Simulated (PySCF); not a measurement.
# C5H7ClGaN: the cost of one run

Programs: PySCF 2.14.0, with density-fitted response routines of our own. Each step states its level of theory. These are calculated values for one molecule in the gas phase, unless marked as measured. Atoms are numbered from 0 throughout.

## Step 1: The molecule as given

15 atoms, charge 0, multiplicity 1; geometry from: GFN2-xTB.

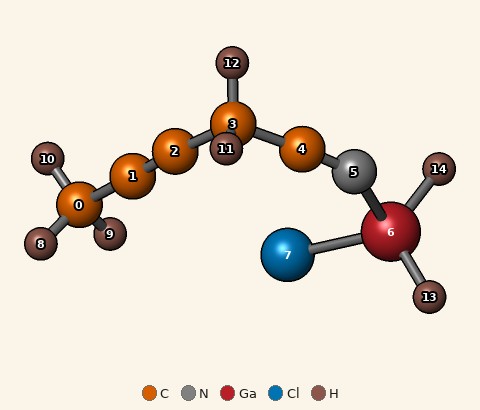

The starting geometry (carbon orange, nitrogen grey, gallium red, chlorine blue, hydrogen brown), atoms numbered.

## Step 2: TDDFT and polarisability: wB97X-D/def2-SVPD

What the job is given:

```
{"job": {"kind": "uv", "xc": "wB97X-D", "basis": "def2-SVPD", "nstates": 8, "ntriplets": 3}, "charge": 0, "multiplicity": 1}
C     -2.371504    -1.320746     0.949750
C     -1.739456    -0.219222     0.270520
C     -1.252784     0.712490    -0.305973
C     -0.525572     1.782640    -0.984136
C      0.848258     1.392652    -0.893966
N      1.918415     0.993338    -0.767502
Ga     3.061897    -0.572374     0.016815
Cl     1.548532    -1.763332     0.831063
H     -2.921392    -0.962750     1.818758
H     -1.599539    -2.016907     1.276003
H     -3.056157    -1.833580     0.275770
H     -0.681509     2.744479    -0.484854
H     -0.831035     1.864117    -2.032406
H      3.904407     0.264029     1.006768
H      3.693026    -1.056842    -1.307900
```

With the program's defaults for keys left out, this is: TDDFT wB97X-D/def2-SVPD, vertical, gas phase, core orbitals frozen in the response.

The run is started by

```console
$ OMP_NUM_THREADS=1 python probes_run.py task.json out
```

This one command runs all jobs of the session in turn.

Q: Estimate the wall time and peak memory of this job on 1 thread of Arm Neoverse N1, shared host.

About 2.5 min, with a peak of 1 GiB.
